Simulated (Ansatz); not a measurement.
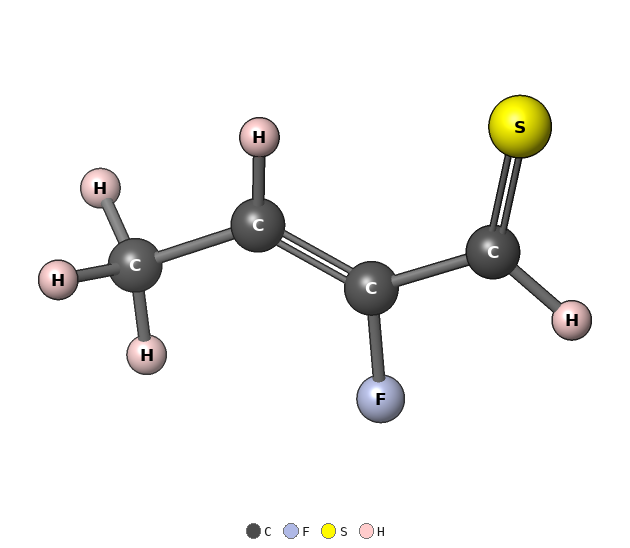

The picture shows a molecular structure as a ball-and-stick model. Multiple sticks mark multiple bonds (one Kekulé form).

Identify the structure.

It has 11 atoms: 4 carbon, 5 hydrogen, 1 fluorine and 1 sulfur (C₄H₅FS). SMILES: `C/C=C(\F)C=S`. It has no ring. Among its groups: alkene, C–F bond. The point group is Cs. Coordination: 1 C tetrahedral; 3 C trigonal planar.

More results for the same structure follow; atom numbers are the same in all pictures, views and colours differ. The computed structure is the end point of a PBE0-D4/def2-TZVP optimisation. No frequency run is at hand to confirm it as a minimum.

Charges

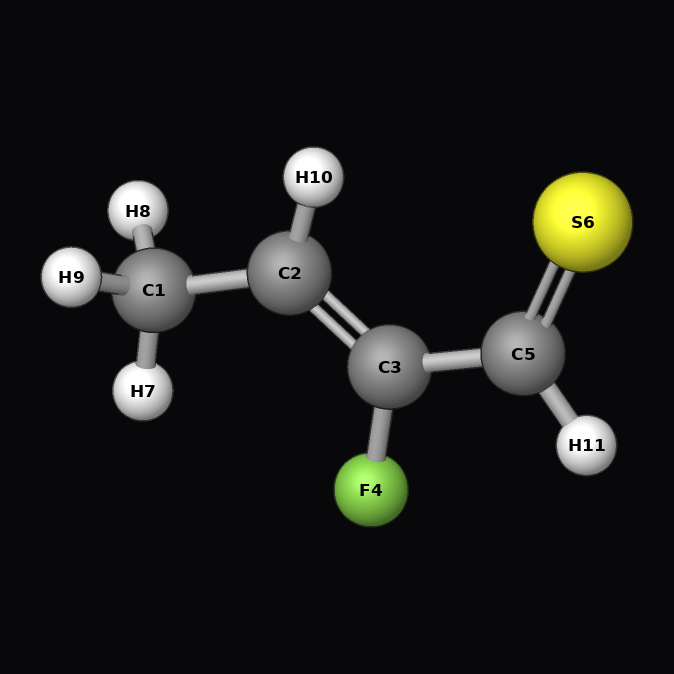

The questions are on Mulliken charges. No frequency run is at hand to confirm it as a minimum. Properties computed with RKS PBE-D4/def2-TZVPP (Ansatz 0.2.0).

Give the Mulliken charges atom by atom.

```
atom  value (e)
  C1      −0.21
  C2      −0.08
  C3       0.18
  F4      −0.17
  C5      −0.03
  S6      −0.19
  H7       0.10
  H8       0.10
  H9       0.10
 H10       0.10
 H11       0.12
```

Electronic properties

No frequency run is at hand to confirm it as a minimum. Level of theory: RKS PBE0-D4/def2-TZVPP (Ansatz 0.2.0).

Give the HOMO energy (Kohn–Sham orbital) at this level.

−6.67 eV.

What is the dispersion correction?

−19.6 kJ/mol.

What is the HOMO–LUMO gap?

3.80 eV.

Dipole moment

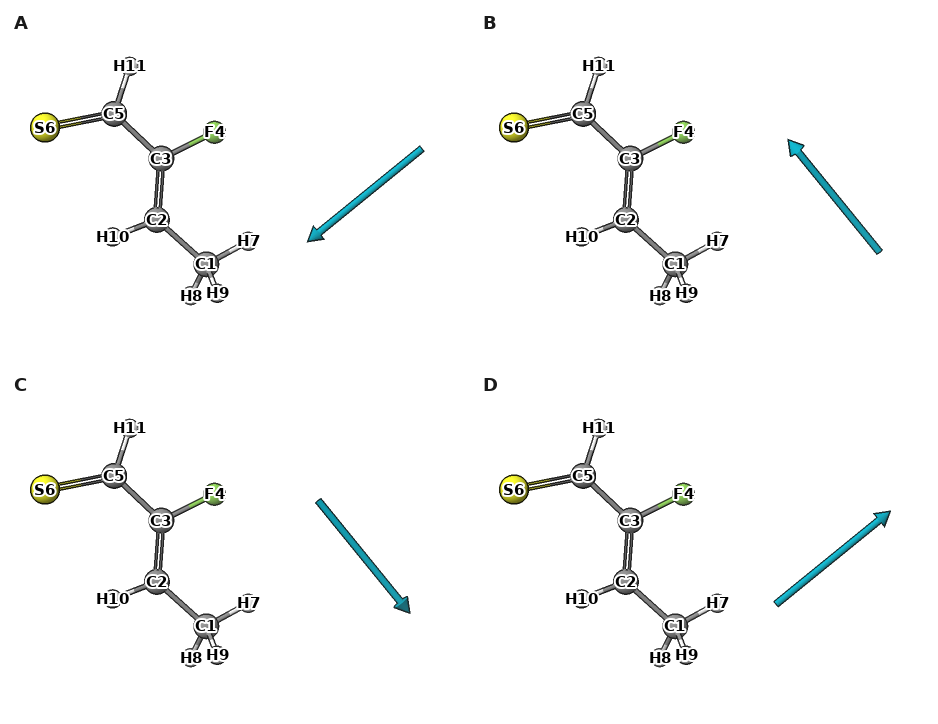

The same molecule four times, each with an arrow. No frequency run is at hand to confirm it as a minimum. Method: RKS B3LYP-D4/def2-TZVPP (Ansatz 0.2.0).

Which arrow points along the dipole moment, from the negative to the positive end?

C. The dipole moment is 2.23 D; it points from the side of S6 to the side of H8, H9 (the outermost atoms at the two ends).

Mulliken values depend strongly on the basis set and can even reverse the polarity of a bond.
